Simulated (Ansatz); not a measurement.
# Relative energies of C4H4F4 isomers

3 of its isomers, all singlets with charge 0: A = `FC1CC(F)C1(F)F`; B = `FC/C=C\C(F)(F)F`; C = `FC/C=C(/F)C(F)F`.

Shapes, held fixed at every level: PBE0-D4/def2-TZVP. Flexible molecules stand in one conformer, not always the lowest. Programs: Ansatz 0.2.0.

A:

```xyz
12

F     1.3945    0.1327   -1.5351
C     1.0804    0.0484   -0.2050
C     0.1030   -1.1022    0.0850
C    -1.0634   -0.1131   -0.0518
F    -2.0850   -0.2145    0.8376
C    -0.0561    1.0240    0.1662
F     0.0346    1.3708    1.4665
F    -0.1913    2.1365   -0.5621
H     1.9908    0.1252    0.3899
H     0.1995   -1.4489    1.1146
H     0.1364   -1.9427   -0.6048
H    -1.4664   -0.0713   -1.0669
```

B:

```xyz
12

F    -0.0622    1.7891   -0.6405
C     1.1346    1.1752   -0.3936
C     1.0152   -0.2189    0.1004
C    -0.0499   -0.9690    0.3448
C    -1.4958   -0.6016    0.1838
F    -1.8249   -0.3016   -1.0767
F    -1.8666    0.4251    0.9553
F    -2.2557   -1.6513    0.5436
H     1.7217    1.1789   -1.3209
H     1.6826    1.7728    0.3462
H     1.9862   -0.6746    0.2834
H     0.0916   -1.9795    0.7081
```

C:

```xyz
12

F    -0.3568   -0.3960   -1.8754
C    -0.9700   -1.1089   -0.8691
C    -0.5810   -0.6837    0.4989
C     0.2526    0.2629    0.8967
F     0.4378    0.4577    2.2074
C     1.0734    1.2130    0.0830
F     0.7328    2.4872    0.4006
F     2.3834    1.0602    0.3998
H    -2.0531   -0.9983   -0.9963
H    -0.7208   -2.1667   -1.0123
H    -1.0682   -1.2503    1.2884
H     0.9470    1.0677   -0.9876
```

Electronic energies in kJ/mol, without zero-point or thermal terms.

```csv
level,kind,B − A,C − A
SPW92/def2-TZVPP,LDA,-17.8,+28.4
B3LYP-D4/def2-TZVPP,global hybrid,-45.7,-3.6
PBE0-D4/def2-TZVPP,global hybrid,-24.7,+21.3
wB97M-V/def2-TZVPP,range-separated hybrid,-30.6,+18.5
B2PLYP/def2-TZVPP,double hybrid,-43.0,+1.7
CCSD(T)/def2-SVP,coupled cluster or CI,-47.4,+13.0
MP2/def2-TZVPP,perturbation theory,-33.5,+17.3
```

MP2/def2-TZVPP puts B lowest of these. All levels agree on that. The B − A difference spans -47.4 to -17.8 kJ/mol over the levels.

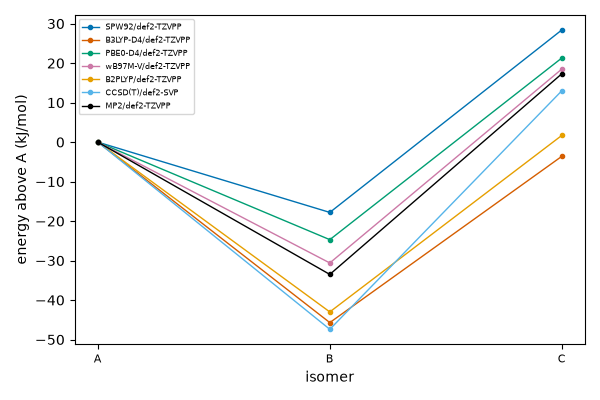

Relative energies of the isomers.
